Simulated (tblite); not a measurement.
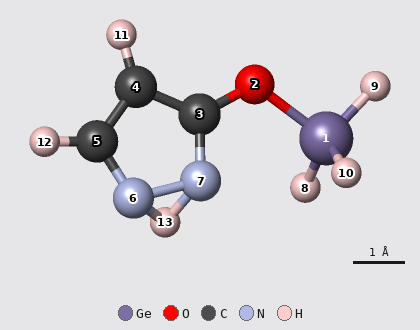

*The input geometry (ball-and-stick view, seen at a tilt; atoms are numbered from 1 in the order of the input). Sticks mark near contacts.*

Run report: C3H6GeN2O, saddle-point search

System: C3H6GeN2O.
Method: GFN2-xTB saddle search (eigenvector following) and harmonic vibrations, gas phase (tblite 0.8.0).

## Input file
```
{"job": {"xc": "GFN2-xTB", "basis": "xTB", "kind": "saddle"}, "charge": 0, "multiplicity": 1}
Ge     2.372553    -0.011036     0.546194
O      1.188219    -0.375431    -0.747287
C     -0.079777    -0.094539    -0.476668
C     -1.215713    -0.324044    -1.246085
C     -2.269637     0.115187    -0.457759
N     -1.840771     0.634914     0.687324
N     -0.406689     0.503141     0.681117
H      2.024401    -0.893051     1.708165
H      3.619729    -0.432577    -0.154796
H      2.310021     1.439119     0.889866
H     -1.247184    -0.729473    -2.235458
H     -3.319453     0.102427    -0.681891
H     -1.135700     0.065365     1.487277
```

The first line tells a small driver script what to run in tblite; the rest is the geometry in Å.

Launched with:
```bash
OMP_NUM_THREADS=1 python <driver script> task.json out
```

## Log
```
step      E/eV     max force
  0    -578.46911   0.0772
  1    -578.47695   0.0702
  2    -578.47874   0.0668
  3    -578.47912   0.0057
  4    -578.47910   0.0094
  5    -578.47914   0.0010
lowest wavenumbers (cm-1): -1519.0 87.3 111.9 193.6 311.7 318.2
```

## Trajectory as extended XYZ (Å, eV, eV/Å), 6 frames, from step=0 to step=5
```
13
Properties=species:S:1:pos:R:3:forces:R:3 step=0 energy=-578.46911
Ge    2.3726   -0.0110    0.5462   -0.0130  -0.0020  -0.0110
O     1.1882   -0.3754   -0.7473    0.0030   0.0080  -0.0050
C    -0.0798   -0.0945   -0.4767    0.0000  -0.0280   0.0280
C    -1.2157   -0.3240   -1.2461    0.0290  -0.0110  -0.0070
C    -2.2696    0.1152   -0.4578    0.0150   0.0220  -0.0300
N    -1.8408    0.6349    0.6873   -0.0230   0.0470  -0.0420
N    -0.4067    0.5031    0.6811   -0.0380  -0.0490   0.0460
H     2.0244   -0.8931    1.7082    0.0080   0.0230   0.0080
H     3.6197   -0.4326   -0.1548   -0.0100   0.0060   0.0110
H     2.3100    1.4391    0.8899   -0.0110  -0.0060  -0.0230
H    -1.2472   -0.7295   -2.2355   -0.0210   0.0140  -0.0120
H    -3.3195    0.1024   -0.6819    0.0140   0.0050   0.0280
H    -1.1357    0.0654    1.4873    0.0450  -0.0300   0.0090
13
Properties=species:S:1:pos:R:3:forces:R:3 step=1 energy=-578.47695
Ge    2.3668    0.0005    0.5430   -0.0200   0.0170   0.0110
O     1.1853   -0.4448   -0.7326    0.0040   0.0050   0.0160
C    -0.0778   -0.1440   -0.4637   -0.0360  -0.0090  -0.0160
C    -1.2137   -0.3122   -1.2515    0.0350   0.0080   0.0220
C    -2.2590    0.1467   -0.4630    0.0260   0.0140   0.0290
N    -1.8242    0.6201    0.7012   -0.0020  -0.0190  -0.0180
N    -0.3952    0.4319    0.7081   -0.0610  -0.0250  -0.0240
H     2.0525   -0.8309    1.7516    0.0030   0.0260  -0.0160
H     3.6228   -0.4204   -0.1420    0.0010  -0.0020   0.0010
H     2.2618    1.4664    0.8066    0.0000  -0.0380  -0.0180
H    -1.2544   -0.6851   -2.2540    0.0060   0.0140   0.0170
H    -3.3076    0.1781   -0.6932    0.0350   0.0070   0.0120
H    -1.1572   -0.0062    1.4897    0.0090   0.0030  -0.0170
13
Properties=species:S:1:pos:R:3:forces:R:3 step=2 energy=-578.47874
Ge    2.3637    0.0100    0.5390   -0.0080   0.0140   0.0260
O     1.1834   -0.4720   -0.7247    0.0040   0.0050   0.0110
C    -0.0779   -0.1635   -0.4572   -0.0260  -0.0010  -0.0040
C    -1.2105   -0.2961   -1.2562    0.0390   0.0040   0.0180
C    -2.2537    0.1565   -0.4619    0.0120   0.0220   0.0510
N    -1.8203    0.5940    0.7174   -0.0260  -0.0220  -0.0450
N    -0.3946    0.3875    0.7272   -0.0320  -0.0250  -0.0530
H     2.0463   -0.7656    1.7840    0.0100   0.0240  -0.0360
H     3.6187   -0.4455   -0.1271   -0.0040   0.0050   0.0050
H     2.2626    1.4875    0.7350    0.0010  -0.0490  -0.0080
H    -1.2501   -0.6401   -2.2695    0.0070   0.0120   0.0380
H    -3.2998    0.2098   -0.6978    0.0210   0.0020   0.0120
H    -1.1678   -0.0627    1.4918    0.0020   0.0080  -0.0140
13
Properties=species:S:1:pos:R:3:forces:R:3 step=3 energy=-578.47912
Ge    2.3649    0.0094    0.5383   -0.0040  -0.0020   0.0010
O     1.1827   -0.4754   -0.7211    0.0010   0.0010   0.0020
C    -0.0787   -0.1656   -0.4547   -0.0030  -0.0010  -0.0040
C    -1.2095   -0.2966   -1.2545    0.0030   0.0020   0.0010
C    -2.2538    0.1582   -0.4626    0.0000   0.0020  -0.0020
N    -1.8223    0.5952    0.7160    0.0020  -0.0030   0.0040
N    -0.3972    0.3863    0.7278   -0.0050  -0.0020   0.0020
H     2.0544   -0.7664    1.7812    0.0000   0.0010   0.0010
H     3.6201   -0.4401   -0.1298    0.0020   0.0000  -0.0020
H     2.2586    1.4832    0.7349   -0.0010   0.0000  -0.0020
H    -1.2471   -0.6406   -2.2667    0.0000  -0.0010  -0.0010
H    -3.2990    0.2139   -0.6998    0.0050  -0.0010   0.0010
H    -1.1731   -0.0614    1.4910    0.0000   0.0030  -0.0020
13
Properties=species:S:1:pos:R:3:forces:R:3 step=4 energy=-578.47910
Ge    2.3657    0.0097    0.5376   -0.0050   0.0050   0.0020
O     1.1812   -0.4863   -0.7152   -0.0010   0.0020   0.0010
C    -0.0796   -0.1723   -0.4508   -0.0040   0.0000  -0.0030
C    -1.2085   -0.2941   -1.2548    0.0050   0.0000   0.0050
C    -2.2530    0.1627   -0.4644    0.0060  -0.0020   0.0070
N    -1.8230    0.5925    0.7175   -0.0010   0.0010  -0.0050
N    -0.3990    0.3768    0.7330   -0.0040   0.0000  -0.0080
H     2.0650   -0.7587    1.7878   -0.0010   0.0030  -0.0050
H     3.6206   -0.4369   -0.1333    0.0010  -0.0020   0.0000
H     2.2514    1.4847    0.7231    0.0020  -0.0050   0.0010
H    -1.2445   -0.6338   -2.2687    0.0000   0.0010   0.0020
H    -3.2971    0.2243   -0.7047    0.0020   0.0000   0.0020
H    -1.1793   -0.0684    1.4928   -0.0010  -0.0030   0.0000
13
Properties=species:S:1:pos:R:3:forces:R:3 step=5 energy=-578.47914
Ge    2.3648    0.0098    0.5379    0.0000   0.0000   0.0000
O     1.1822   -0.4794   -0.7192    0.0000   0.0000   0.0000
C    -0.0789   -0.1681   -0.4534    0.0000   0.0000   0.0000
C    -1.2089   -0.2952   -1.2547    0.0000   0.0010   0.0000
C    -2.2532    0.1598   -0.4629    0.0000   0.0010   0.0000
N    -1.8223    0.5934    0.7171    0.0000  -0.0010   0.0000
N    -0.3977    0.3820    0.7300    0.0000  -0.0010   0.0000
H     2.0566   -0.7616    1.7841    0.0000   0.0000   0.0000
H     3.6200   -0.4403   -0.1303    0.0000   0.0000   0.0000
H     2.2563    1.4841    0.7289    0.0000   0.0000   0.0000
H    -1.2459   -0.6370   -2.2678    0.0000   0.0000   0.0000
H    -3.2979    0.2178   -0.7012    0.0000   0.0000   0.0000
H    -1.1750   -0.0653    1.4916    0.0000   0.0000   0.0000
```

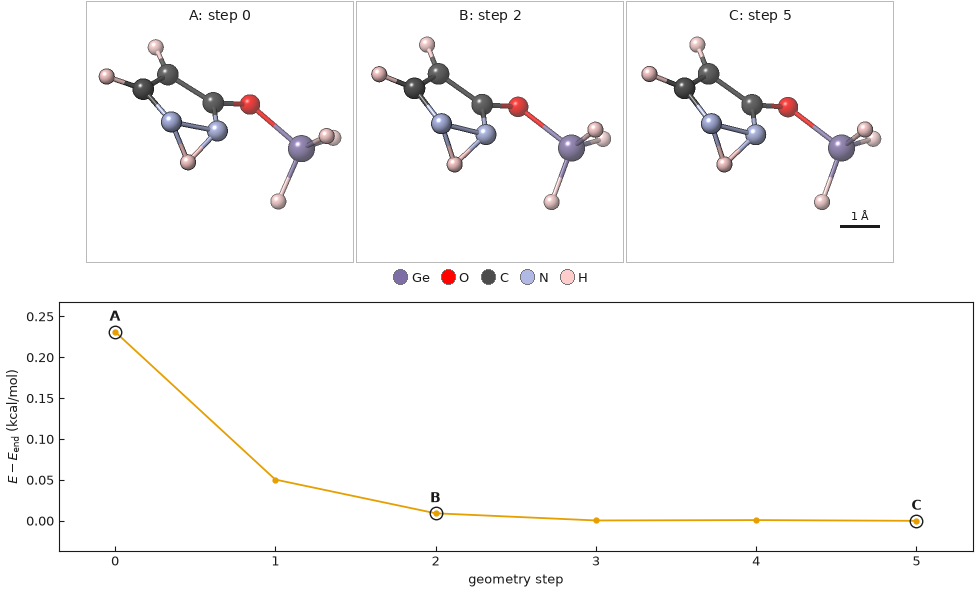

*Frames of the saddle-point search (ball-and-stick view, seen at a tilt) above the curves, on which the letters mark them (steps are counted from 0).*

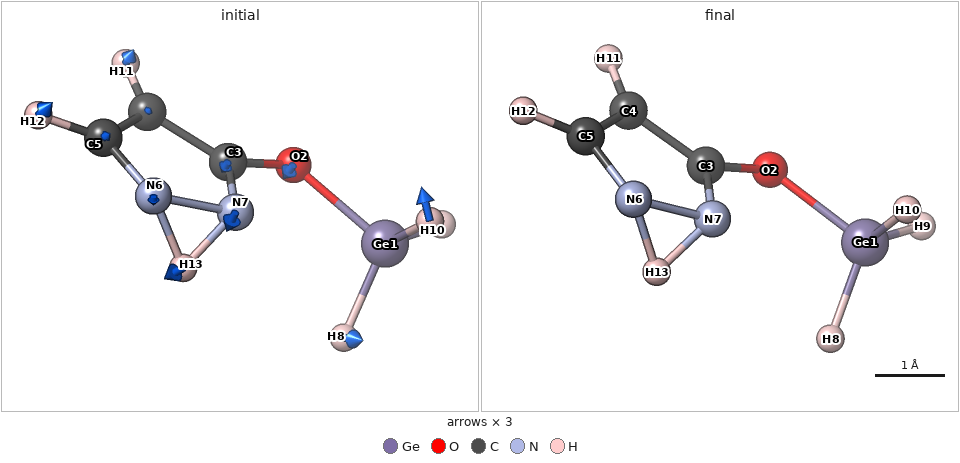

*Before (left) and after (right) the saddle-point search, at one scale (ball-and-stick view, seen at a tilt). The blue arrows give the displacements, magnified 3 times.*

The atom that moves furthest after the best rigid fit is H10 (0.18 Å). Largest moves by element: H 0.18 Å, N 0.13 Å, O 0.11 Å, C 0.08 Å, Ge 0.02 Å. Among the contacts that change: N7–H13 1.172 → 1.177 Å. Over 5 geometry steps the energy falls by 0.23 kcal/mol. The largest force component goes from 0.049 to 0.001 eV/Å. (Atoms are counted from 1 in the order of the input.)

## Results in brief

| quantity | value |
| --- | --- |
| outcome | converged |
| total energy | −578.4791 eV |
| point group | C1 |
| hardware | 1 CPU thread, shared host |
| wall time | 2.5 s |
| peak memory | 0.18 GiB |
